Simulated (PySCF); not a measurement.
C$_{4}$H$_{11}$OSi (SMILES CC[CH]CO[SiH3]) (doublet)

```json
{"atom": "C", "x (Å)": "-2.9231", "y (Å)": "0.3509", "z (Å)": "0.5319"}
{"atom": "C", "x (Å)": "-1.4421", "y (Å)": "0.0343", "z (Å)": "0.7373"}
{"atom": "C", "x (Å)": "-0.6323", "y (Å)": "0.2907", "z (Å)": "-0.4718"}
{"atom": "C", "x (Å)": "0.8131", "y (Å)": "0.5745", "z (Å)": "-0.3863"}
{"atom": "O", "x (Å)": "1.5308", "y (Å)": "-0.6428", "z (Å)": "-0.2119"}
{"atom": "Si", "x (Å)": "3.1165", "y (Å)": "-0.8788", "z (Å)": "-0.0160"}
{"atom": "H", "x (Å)": "-3.4888", "y (Å)": "0.1268", "z (Å)": "1.4329"}
{"atom": "H", "x (Å)": "-3.0535", "y (Å)": "1.4039", "z (Å)": "0.2946"}
{"atom": "H", "x (Å)": "-3.3289", "y (Å)": "-0.2380", "z (Å)": "-0.2870"}
{"atom": "H", "x (Å)": "-1.0454", "y (Å)": "0.6112", "z (Å)": "1.5775"}
{"atom": "H", "x (Å)": "-1.3524", "y (Å)": "-1.0271", "z (Å)": "1.0188"}
{"atom": "H", "x (Å)": "-1.0438", "y (Å)": "0.0182", "z (Å)": "-1.4290"}
{"atom": "H", "x (Å)": "1.1766", "y (Å)": "1.0586", "z (Å)": "-1.3005"}
{"atom": "H", "x (Å)": "1.0368", "y (Å)": "1.2256", "z (Å)": "0.4687"}
{"atom": "H", "x (Å)": "3.1260", "y (Å)": "-2.3243", "z (Å)": "0.1354"}
{"atom": "H", "x (Å)": "3.6225", "y (Å)": "-0.1660", "z (Å)": "1.1635"}
{"atom": "H", "x (Å)": "3.8810", "y (Å)": "-0.4059", "z (Å)": "-1.1756"}
```

Geometry: GFN2-xTB.

Level of theory: PySCF, UKS B3LYP, pcH-1 on C H O Si, non-relativistic, mean-field spin-orbit, GIAO.

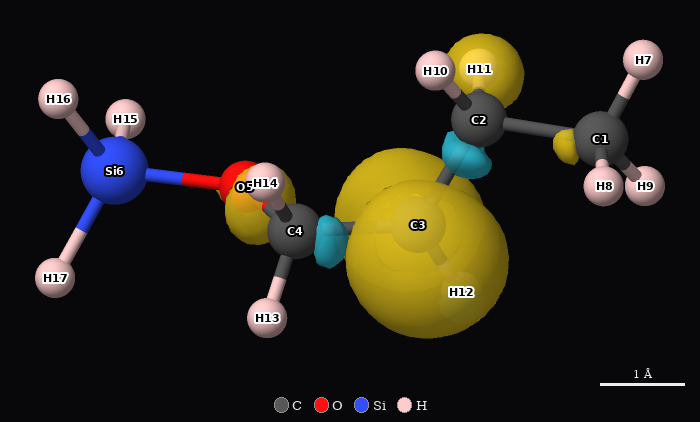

Figure 1. Isosurfaces of the spin density (α minus β) at +0.03 (yellow) and −0.03 e/Å³ (cyan), seen at a tilt.

### Describe the spin distribution.

The unpaired spin (1 electron) lies mostly on C3 (about 0.7), in electrons by Hirshfeld's partition.

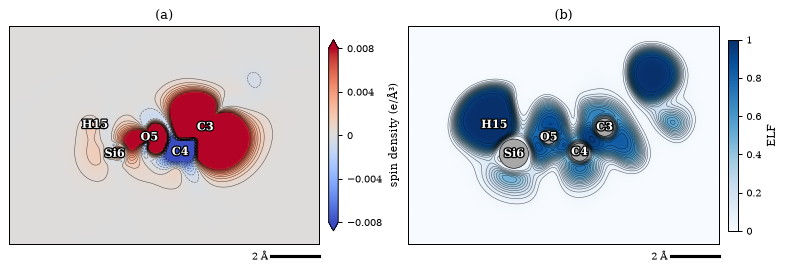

Figure 2. (a) spin density (α minus β); (b) ELF on the plane of atoms O5, Si6 and H15. Grey discs cover the atomic cores in the ELF map.

### Read the bonding off the picture.

The section cuts through C, O, Si and H sites. C–O (1.42 Å): the ELF peaks at about 0.85 between the atoms (a shared but strongly polarised pair). C–C (1.48 Å): the ELF peaks at about 0.95 between the atoms: localised, covalent bonding. Si–O (1.62 Å): the ELF peaks at about 0.85 between the atoms: a short, strongly polar bond. Si–H (1.45 Å): the ELF climbs to about 1 towards the hydrogen, as it does in any bond to H. The ELF also peaks beside O5, away from the bonds: non-bonding electrons, paired or unpaired.

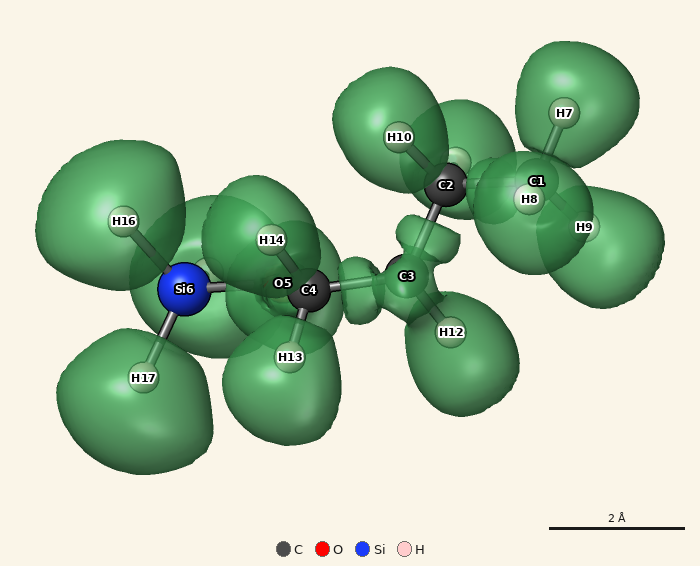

Figure 3. Isosurface of the ELF at 0.75 (green), seen at a tilt. Only the valence region is drawn (cores and ρ < 0.01 e/Å³ removed).

### Identify the bonds, lone pairs and shells in this picture.

The surface consists of one region between bonded C–C atoms (shared pairs), eleven regions around hydrogen nuclei and one region on O in which the atom's valence shell and bonds are merged.

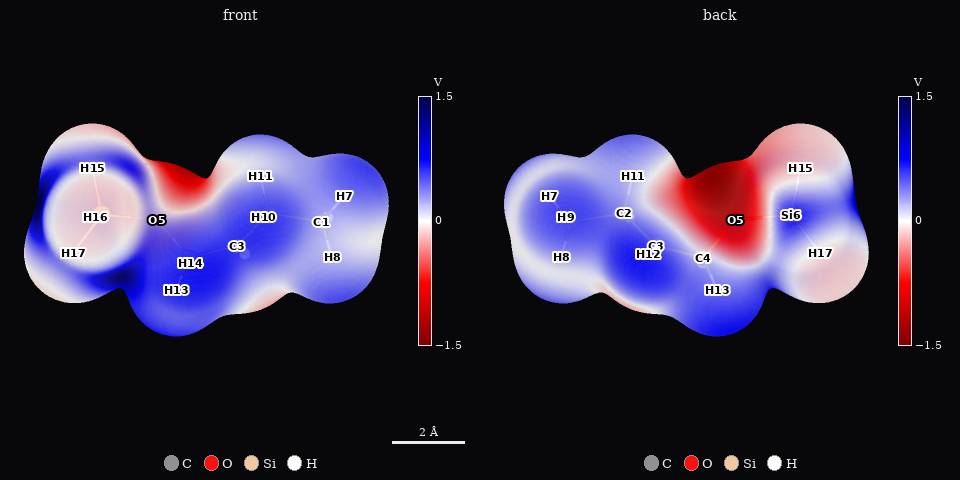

Figure 4. The molecular electrostatic potential painted on the density surface at 0.002 e/bohr³, seen from the front and from behind; the colour scale runs from red (negative) to blue (positive).

### Describe the electrostatic potential map.

The most negative region (about −1.4 V) lies over O5, the most positive (about +1.4 V) over Si6. O5 is the likeliest acceptor of a hydrogen bond.
